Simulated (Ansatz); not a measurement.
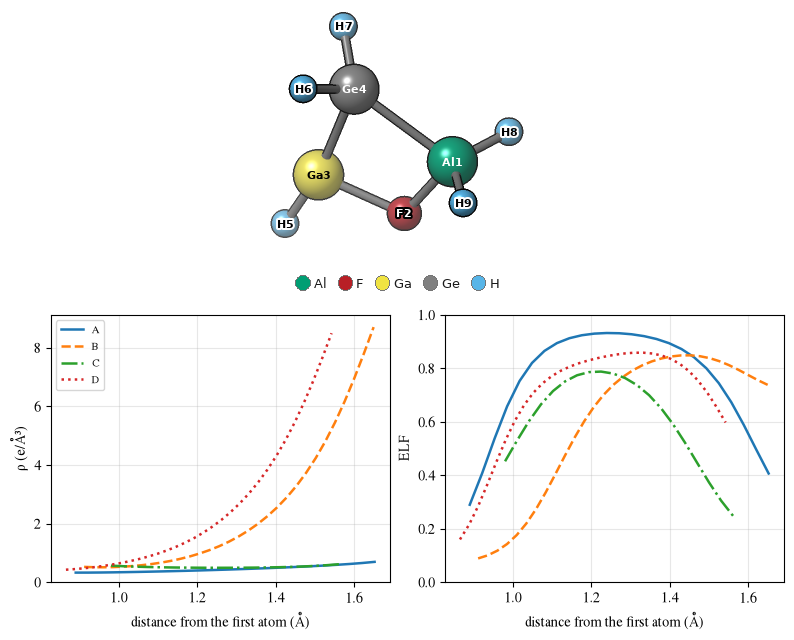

AlFGaGeH5. Total electron density and electron localisation function along straight lines between neighbouring atoms. The curves leave out the atomic cores. The structure is drawn too.

Geometry: PBE0-D3(BJ)/def2-SVP.

Theory: Ansatz 0.2.0, isolated molecule in a Gaussian basis; Kohn-Sham density functional theory, functional PBE0.

```xyz
9

Al    2.0580    1.8542    0.0067
F     0.7344    0.5384    0.1215
Ga   -0.7022    1.1883    1.3028
Ge    0.6069    3.2421    1.5660
H    -1.7109   -0.0186    1.2910
H     0.7909    3.3869    3.0949
H    -0.3624    4.3708    1.1433
H     2.0333    2.3808   -1.4943
H     3.3438    1.2558    0.7273
```

**Which curve belongs to which contact (Al–F, Al–Ge, Ga–F and Ga–Ge)? The first atom named is at distance zero.**

Curve A: Al–Ge (2.54 Å): ρ is about 0.43 e/Å³ halfway; the ELF peaks at about 0.95 between the atoms (localised, covalent bonding). Curve B: Ga–F (1.97 Å): the density is about 0.51 e/Å³ at the midpoint; the ELF peaks at about 0.85 in the valence shell of F, 0.5 Å from its nucleus, and is about 0.15 at the midpoint. Curve C: Ga–Ge (2.45 Å): ρ is about 0.49 e/Å³ halfway; the ELF peaks at about 0.80 between the atoms, as expected for a shared electron pair. Curve D: Al–F (1.87 Å): ρ at the midpoint is about 0.51 e/Å³; the ELF peaks at about 0.85 in the valence shell of F, 0.5 Å from its nucleus, and is about 0.35 at the midpoint.
